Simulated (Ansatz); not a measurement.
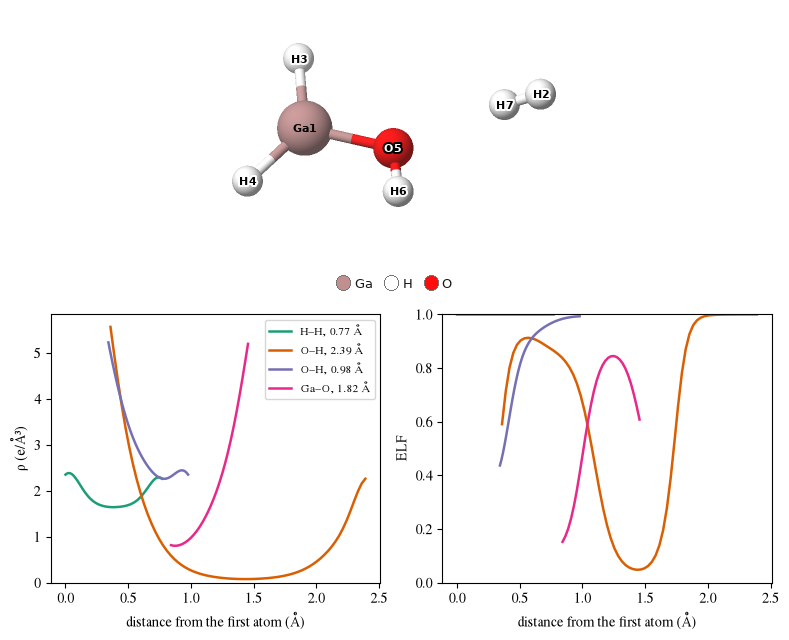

*GaH₃O···H₂. Total electron density and ELF along straight lines between neighbouring atoms. The curves leave out the atomic cores. The structure is drawn too.*

Method: RKS BLYP-D4/def2-SVP (Ansatz).

```yaml
atoms:
  - { symbol: Ga, position_ang: [0.0259, -0.4306, -1.1558] }
  - { symbol: H, position_ang: [0.3205, -0.9669, 3.6037] }
  - { symbol: H, position_ang: [1.3656, 0.3755, -1.2804] }
  - { symbol: H, position_ang: [-1.1175, -0.6848, -2.2174] }
  - { symbol: O, position_ang: [-0.1770, -1.1715, 0.4930] }
  - { symbol: H, position_ang: [-1.0067, -1.6792, 0.5882] }
  - { symbol: H, position_ang: [0.2616, -0.9904, 2.8362] }
```

**What can be read from the curves?**

H–H (0.77 Å): the density is about 1.6 e/Å³ at the midpoint; the ELF peaks at about 1 between the atoms.
O5···H7 (2.39 Å): the density falls to about 0.08 e/Å³ on the way; the ELF dips to about 0.05 between them; a weak contact between the two molecules.
O–H (0.98 Å): ρ is about 3.5 e/Å³ halfway; the ELF climbs to about 1 towards the hydrogen, as it does in any bond to H; an ordinary covalent bond to hydrogen.
Ga–O (1.82 Å): ρ at the midpoint is about 0.82 e/Å³; the ELF peaks at about 0.85 in the valence shell of O, 0.6 Å from its nucleus, and is about 0.25 at the midpoint.
